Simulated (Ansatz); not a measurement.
# H2S: what the fields show

Input

```
crystal:
  periodic: [false, false, false]
  atoms:
    - {symbol: S, position_ang: [0.273951, -0.317839, -2.985377]}
    - {symbol: H, position_ang: [0.131947, -0.599092, -1.676498]}
    - {symbol: H, position_ang: [-1.049890, -0.202475, -3.166700]}
basis:
  gaussian: {orbitals: "def2-TZVPPD.json"}
hamiltonian: {xc: pbe0, dispersion: d4}
output: {orbitals: {seedname: orbitals}}
```

Run with:

```sh
ansatz run in.yaml --threads 4 --pin off --events-out ev --progress --plain --max-ram 9574MiB
```

Geometry: PBE0-D4/def2-TZVP.

These are results of RKS PBE0-D4/def2-TZVPPD in Ansatz, not measurements.

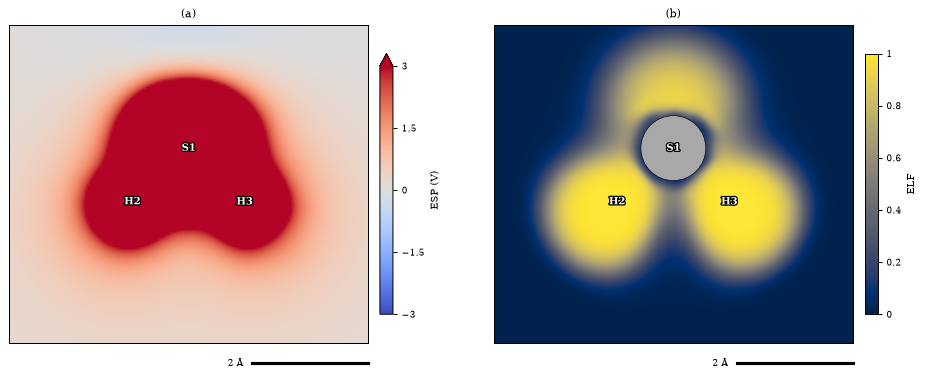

Figure 1. (a) electrostatic potential; (b) ELF on the molecular plane. Grey discs cover the atomic cores in the ELF map.

**What does the map show?**

- The plane passes through S and H nuclei.
- S–H (1.34 Å): the ELF climbs to about 1 towards the hydrogen, as it does in any bond to H.
- The ELF also peaks beside S1, away from the bonds: lone-pair regions.
- The potential has no marked negative region in this plane.

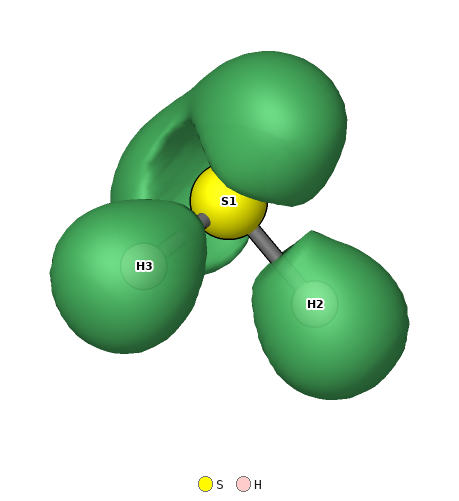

Figure 2. Isosurface of the ELF at 0.85 (green), seen at a tilt. Core shells and regions of very low density are left out.

**What do the ELF domains correspond to?**

The ELF exceeds this value in two regions around hydrogen nuclei and one region wrapped around S (its lone pairs, merged into a ring or cap).

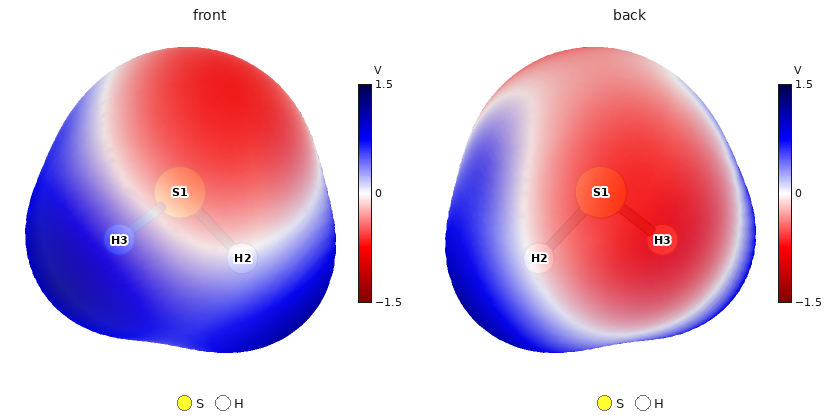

Figure 3. The electrostatic potential painted on the density surface at 0.001 e/bohr³, seen from the front and from behind; the colour scale runs from red (negative) to blue (positive).

**Which sites attract a positive test charge, and which a negative one?**

A positive charge is drawn to the negative regions and a negative charge to the positive ones. The most negative region (about −0.7 V, or −16 kcal/mol for a unit charge) lies over S1, the most positive (about +1.1 V, or +25 kcal/mol for a unit charge) over H2 and H3.
